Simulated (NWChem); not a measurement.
**C4H3F3 (SMILES F/C=C/C=C(F)F): levels of theory compared**

Wanted: a comparison of 4 runs (HF/3-21G, HF/def2-SVP, r2SCAN/6-31G**, PBE0/def2-SVP) of C4H3F3. 

The results are computed with NWChem 7.3.0.

**1. The structure to begin with**

The species is C4H3F3 (10 atoms), meant as a singlet with charge 0. As SMILES, `F/C=C/C=C(F)F`. The shape is that of a PBE0-D4/def2-TZVP optimisation. This is one conformer, not always the lowest.

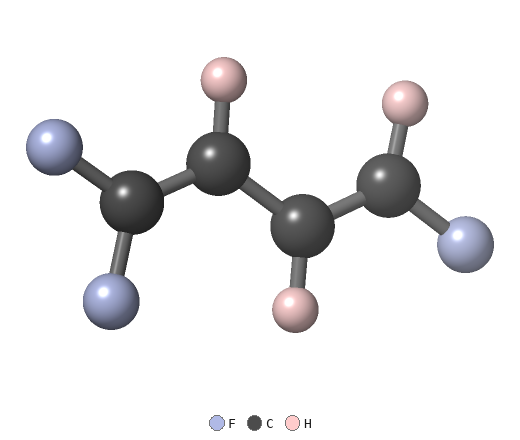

The structure, seen from a chosen angle (fluorine light blue, carbon dark grey, hydrogen pink).

**2. Energy and gradient at HF/3-21G (run 1)**

File geom.xyz:

```xyz
10
C4H3F3
F     -0.822400    -2.862400     0.177600
C     -0.266600    -1.771600    -0.353200
C     -0.307600    -0.599400     0.266200
C      0.287300     0.590700    -0.291700
C      0.259800     1.771100     0.308200
F     -0.301400     2.016400     1.470300
F      0.793200     2.867300    -0.178400
H      0.199900    -1.965800    -1.312700
H     -0.807200    -0.536200     1.226700
H      0.790200     0.550500    -1.249500
```

File run.py:

```python
from ase.io import read
from ase.calculators.nwchem import NWChem

atoms = read('geom.xyz')

calc = NWChem(
    label='geom',
    theory='scf',
    memory='2200 mb',
    basis='3-21G',
    basispar='spherical bse',
    scf={'nopen': '0', 'rhf': None, 'thresh': '1e-08', 'maxiter': '80'},
)
atoms.calc = calc

forces = atoms.get_forces()
print(f"energy = {atoms.get_potential_energy():.6f} eV")
print("forces (eV/A):")
for s, f in zip(atoms.symbols, forces):
    print(f"{s:2s} {f[0]:10.5f} {f[1]:10.5f} {f[2]:10.5f}")
print("dipole (e A):", atoms.get_dipole_moment().round(4))
```

Started as:

```console
$ export ASE_NWCHEM_COMMAND="nwchem PREFIX.nwi > PREFIX.nwo"
$ python run.py
```

Output:

```text
energy = -12218.470583 eV
forces (eV/A):
F    -0.53489   -1.03178    0.51921
C     0.64494    1.68083   -0.42356
C    -0.26210   -1.08429   -0.01450
C     0.37615    1.47371   -0.01738
C     0.03183   -2.30206   -1.12841
F    -0.53212    0.08438    1.03230
F     0.48609    0.93043   -0.47581
H    -0.21741    0.24765    0.51983
H     0.23037   -0.00262   -0.42979
H    -0.22281    0.00370    0.41806
dipole (e A): [ 0.1561 -0.029  -0.3051]
```

The calculator wrote geom.nwi:

```
title "geom"

permanent_dir geom

scratch_dir geom

start geom

geometry units angstrom nocenter noautosym noautoz
  F  -8.2240000000000002e-01 -2.8624000000000001e+00 1.7760000000000001e-01
  C  -2.6660000000000000e-01 -1.7716000000000001e+00 -3.5320000000000001e-01
  C  -3.0759999999999998e-01 -5.9940000000000004e-01 2.6619999999999999e-01
  C  2.8730000000000000e-01 5.9070000000000000e-01 -2.9170000000000001e-01
  C  2.5979999999999998e-01 1.7710999999999999e+00 3.0819999999999997e-01
  F  -3.0140000000000000e-01 2.0164000000000000e+00 1.4702999999999999e+00
  F  7.9320000000000002e-01 2.8673000000000002e+00 -1.7840000000000000e-01
  H  1.9989999999999999e-01 -1.9658000000000000e+00 -1.3127000000000000e+00
  H  -8.0720000000000003e-01 -5.3620000000000001e-01 1.2266999999999999e+00
  H  7.9020000000000001e-01 5.5049999999999999e-01 -1.2495000000000001e+00
end

memory 2200 mb

basis spherical bse noprint
   * library 3-21G
end

scf
  nopen 0
  rhf
  thresh 1e-08
  maxiter 80
end

task scf gradient
```

geom.nwo, shortened:

```text
[...]
      One-electron energy =  -1174.485564019525
[... 1 line left out ...]
 Nuclear repulsion energy =    279.129331673014
[... 45 lines left out ...]
                       ROHF Final Molecular Orbital Analysis
[... 243 lines left out ...]
     1   1 0 0      0.295072      0.000000     -5.584329
[...]
  wavefunction    =   RHF
                         RHF ENERGY GRADIENTS
    atom               coordinates                        gradient
                 x          y          z           x          y          z
   1 F      -1.554111  -5.409152   0.335615    0.010402   0.020065  -0.010097
   2 C      -0.503801  -3.347839  -0.667451   -0.012542  -0.032687   0.008237
   3 C      -0.581280  -1.132702   0.503045    0.005097   0.021086   0.000282
[... 6 lines of this table left out ...]
  10 H       1.493261   1.040294  -2.361213    0.004333  -0.000072  -0.008130
[...]
```

Wall time 6.6 s (1 thread of Intel Xeon Platinum 8259CL at 2.50GHz (Skylake/Cascade Lake), shared host); peak memory 0.097 GiB.

**3. Energy and gradient at HF/def2-SVP (run 2)**

File c4h3f3.nw:

```
start c4h3f3
title "C4H3F3 hf"
memory 2200 mb

geometry units angstrom noautosym nocenter noautoz
F    -0.822400   -2.862400    0.177600
C    -0.266600   -1.771600   -0.353200
C    -0.307600   -0.599400    0.266200
C     0.287300    0.590700   -0.291700
C     0.259800    1.771100    0.308200
F    -0.301400    2.016400    1.470300
F     0.793200    2.867300   -0.178400
H     0.199900   -1.965800   -1.312700
H    -0.807200   -0.536200    1.226700
H     0.790200    0.550500   -1.249500
end

basis spherical bse
F library def2-SVP
C library def2-SVP
H library def2-SVP
end

scf
thresh 1e-08
maxiter 80
end

task scf gradient
```

Started as:

```console
$ nwchem c4h3f3.nw > c4h3f3.out
```

Output:

```text
[...]
  functions       =   113
[...]
  wavefunction    = RHF
[...]
         Total SCF energy =   -451.119713807870
      One-electron energy =  -1177.322393399116
      Two-electron energy =    447.073347918232
 Nuclear repulsion energy =    279.129331673014
        Time for solution =     25.0s
[...]
                         RHF ENERGY GRADIENTS
    atom               coordinates                        gradient
                 x          y          z           x          y          z
   1 F      -1.554111  -5.409152   0.335615   -0.006298  -0.012310   0.006038
   2 C      -0.503801  -3.347839  -0.667451    0.005779   0.003082  -0.009349
   3 C      -0.581280  -1.132702   0.503045    0.006329   0.022429  -0.001387
   4 C       0.542918   1.116261  -0.551233   -0.005974  -0.025730  -0.000804
   5 C       0.490951   3.346894   0.582414   -0.000742  -0.006119  -0.001478
   6 F      -0.569563   3.810443   2.778464   -0.008401   0.002907   0.017051
   7 F       1.498931   5.418411  -0.337127    0.008270   0.015988  -0.008004
   8 H       0.377756  -3.714823  -2.480643    0.001284  -0.000301  -0.002528
   9 H      -1.525387  -1.013271   2.318127   -0.000655   0.000771   0.001563
  10 H       1.493261   1.040294  -2.361213    0.000407  -0.000717  -0.001101
[...]
```

It took 31 s on 1 thread of Intel Xeon Platinum 8259CL at 2.50GHz (Skylake/Cascade Lake), shared host; peak memory 0.1 GiB.

Run 3 isn't shown in full; the table further down has it.

**4. Energy and forces at PBE0/def2-SVP (run 4)**

File run.py:

```python
from ase import Atoms
from ase.calculators.nwchem import NWChem

molecule = Atoms(['F', 'C', 'C', 'C', 'C', 'F', 'F', 'H', 'H', 'H'], positions=[
    [-0.822400, -2.862400, 0.177600],
    [-0.266600, -1.771600, -0.353200],
    [-0.307600, -0.599400, 0.266200],
    [0.287300, 0.590700, -0.291700],
    [0.259800, 1.771100, 0.308200],
    [-0.301400, 2.016400, 1.470300],
    [0.793200, 2.867300, -0.178400],
    [0.199900, -1.965800, -1.312700],
    [-0.807200, -0.536200, 1.226700],
    [0.790200, 0.550500, -1.249500],
])

calc = NWChem(
    label='c4h3f3',
    theory='dft',
    memory='2200 mb',
    basis='def2-SVP',
    basispar='spherical bse',
    dft={'xc': 'pbe0', 'mult': '1', 'grid': 'fine', 'convergence': 'energy 1e-08', 'iterations': '100', 'mulliken': None},
)
molecule.calc = calc

forces = molecule.get_forces()
e = molecule.get_potential_energy()
print(f"E = {e:.6f} eV")
print("forces (eV/A):")
for s, f in zip(molecule.symbols, forces):
    print(f"{s:2s} {f[0]:10.5f} {f[1]:10.5f} {f[2]:10.5f}")
print("dipole (e A):", molecule.get_dipole_moment().round(4))
```

Started as:

```console
$ export ASE_NWCHEM_COMMAND="nwchem PREFIX.nwi > PREFIX.nwo"
$ python run.py
```

Output:

```text
E = -12323.917764 eV
forces (eV/A):
F     0.09662    0.15900   -0.10650
C    -0.30051   -0.69872    0.23644
C     0.09390    0.31738   -0.02895
C    -0.07436   -0.28457    0.00663
C     0.02648    0.73575    0.29311
F     0.02268   -0.07333   -0.07682
F    -0.03538   -0.11051    0.01430
H     0.16388   -0.03965   -0.32401
H    -0.15128   -0.00195    0.28195
H     0.15802   -0.00345   -0.29619
dipole (e A): [ 0.1187  0.0098 -0.2171]
```

The calculator wrote c4h3f3.nwi:

```
title "c4h3f3"

permanent_dir c4h3f3

scratch_dir c4h3f3

start c4h3f3

geometry units angstrom nocenter noautosym noautoz
  F  -8.2240000000000002e-01 -2.8624000000000001e+00 1.7760000000000001e-01
  C  -2.6660000000000000e-01 -1.7716000000000001e+00 -3.5320000000000001e-01
  C  -3.0759999999999998e-01 -5.9940000000000004e-01 2.6619999999999999e-01
  C  2.8730000000000000e-01 5.9070000000000000e-01 -2.9170000000000001e-01
  C  2.5979999999999998e-01 1.7710999999999999e+00 3.0819999999999997e-01
  F  -3.0140000000000000e-01 2.0164000000000000e+00 1.4702999999999999e+00
  F  7.9320000000000002e-01 2.8673000000000002e+00 -1.7840000000000000e-01
  H  1.9989999999999999e-01 -1.9658000000000000e+00 -1.3127000000000000e+00
  H  -8.0720000000000003e-01 -5.3620000000000001e-01 1.2266999999999999e+00
  H  7.9020000000000001e-01 5.5049999999999999e-01 -1.2495000000000001e+00
end

memory 2200 mb

basis spherical bse noprint
   * library def2-SVP
end

dft
  xc pbe0
  mult 1
  grid fine
  convergence energy 1e-08
  iterations 100
  mulliken
end

task dft gradient
```

c4h3f3.nwo, shortened:

```text
[...]
         Total DFT energy =     -452.895628050703
[...]
  wavefunction    = closed shell
                         DFT ENERGY GRADIENTS
    atom               coordinates                        gradient
                 x          y          z           x          y          z
   1 F      -1.554111  -5.409152   0.335615   -0.001879  -0.003092   0.002071
   2 C      -0.503801  -3.347839  -0.667451    0.005844   0.013588  -0.004598
   3 C      -0.581280  -1.132702   0.503045   -0.001826  -0.006172   0.000563
[... 6 lines of this table left out ...]
  10 H       1.493261   1.040294  -2.361213   -0.003073   0.000067   0.005760
[...]
```

It took 37 s on 1 thread of Intel Xeon Platinum 8259CL at 2.50GHz (Skylake/Cascade Lake), shared host; peak memory 0.12 GiB.

**5. Overview of the runs**

| run | level | iteration cap | module | energy (Eh) | dipole moment (D) | HOMO energy (eV) | LUMO energy (eV) | wall time |
| --- | --- | --- | --- | --- | --- | --- | --- | --- |
| 1 | HF/3-21G | 80 | scf | -449.020516 | 1.65 | -9.08 | 3.32 | 6.6 s |
| 2 | HF/def2-SVP | 80 | scf | -451.119714 | 1.53 | -9.19 | 3.28 | 31 s |
| 3 | r2SCAN/6-31G** (spherical functions) | 100 | dft | -453.478720 | – | – | – | 50 s |
| 4 | PBE0/def2-SVP | 100 | dft | -452.895628 | 1.19 | -6.59 | -0.52 | 37 s |

**6. Summary of results**

| quantity | value |
| --- | --- |
| run 4: total energy | -452.89563 Eh |
| run 4: dipole moment | 1.19 D |
| run 4: HOMO energy | -6.59 eV |
| run 4: LUMO energy | -0.52 eV |
| run 4: HOMO–LUMO gap | 6.07 eV |
| run 4: largest force on an atom | 0.797 eV/Å |

**Reading.** Over runs 1, 2, 4 the dipole moment (its size) runs from 1.19 D (PBE0/def2-SVP) to 1.65 D (HF/3-21G). The two ends differ in method and basis. Over runs 1, 2, 4 the HOMO–LUMO gap runs from 6.07 eV (PBE0/def2-SVP) to 12.47 eV (HF/def2-SVP). Exact exchange widens orbital gaps. Totals of different functionals can't be ranked against each other. All runs together took 2.1 min, the longest 50 s.
